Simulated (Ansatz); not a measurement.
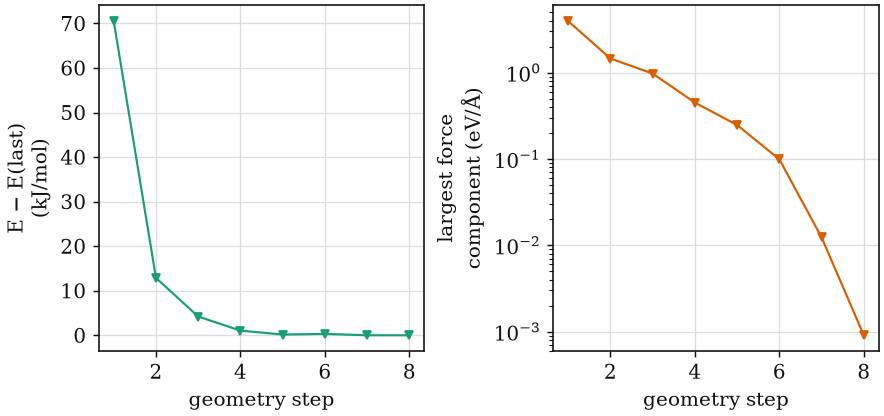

History of a geometry optimisation.

The run: BH$_{3}$S, by Ansatz 0.2.0, RKS PBE0-D4/def2-TZVP.

### How did it end, and what did it gain?

The optimisation met its thresholds at geometry 8, counting the start as the first. The energy fell by about 71 kJ/mol from the first step to the last. The largest force component goes from about 3.9 eV/Å at the start to 9 × 10⁻⁴ eV/Å at the end.

### By which step was nine tenths of the energy gained?

By step 3 of 8.
